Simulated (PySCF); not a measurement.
| atom | x (Å) | y (Å) | z (Å) |
| --- | --- | --- | --- |
| C | -1.2755 | 0.2953 | -0.3863 |
| C | -0.2788 | -0.3500 | 0.5463 |
| S | 1.4118 | -0.2697 | -0.0414 |
| O | 1.4604 | -0.6864 | -1.4265 |
| O | 2.2954 | -0.8294 | 0.9569 |
| Cl | 1.7058 | 1.8152 | -0.0092 |
| H | -2.2856 | 0.1921 | 0.0354 |
| H | -1.2553 | -0.1841 | -1.3744 |
| H | -1.0620 | 1.3662 | -0.5103 |
| H | -0.4268 | -1.4386 | 0.6452 |
| H | -0.2515 | 0.0874 | 1.5545 |

Geometry: PBE0-D3(BJ)/def2-SVP.

Level of theory: B3LYP/def2-SVPD, SCF density, gas phase (PySCF).

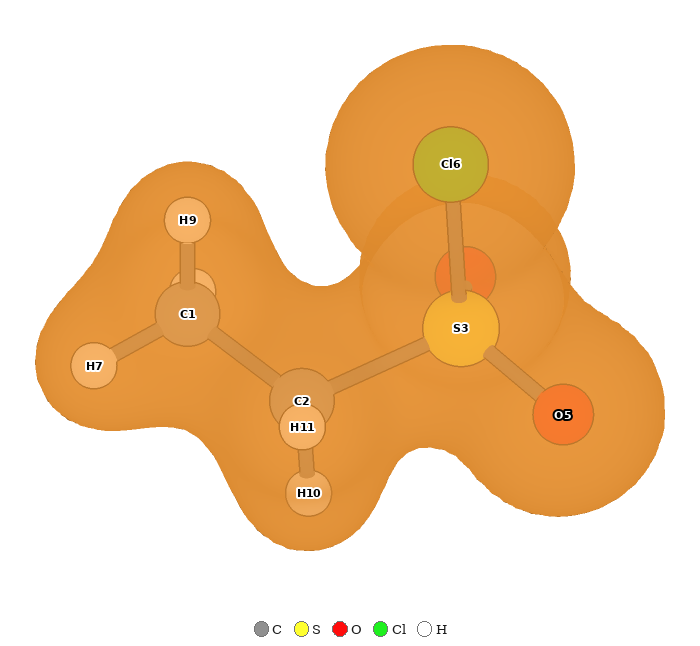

C$_{2}$H$_{5}$ClO$_{2}$S (SMILES CCS(=O)(=O)Cl). Isosurface of the total electron density at 0.2 e/Å³ (orange), seen across its widest extent.

What does this surface tell about the bonding?

At this value the surface is in one piece. It bridges the sampled S–O (1.45 Å), C–C (1.51 Å), C–S (1.79 Å) and S–Cl (2.11 Å) contacts, where the density stays above the isovalue. On the grid the lowest density along these lines, outside the cores, is 2 e/Å³ (S–O, 1.45 Å), 1.7 e/Å³ (C–C, 1.51 Å), 1.4 e/Å³ (C–S, 1.79 Å) and 0.88 e/Å³ (S–Cl, 2.11 Å).
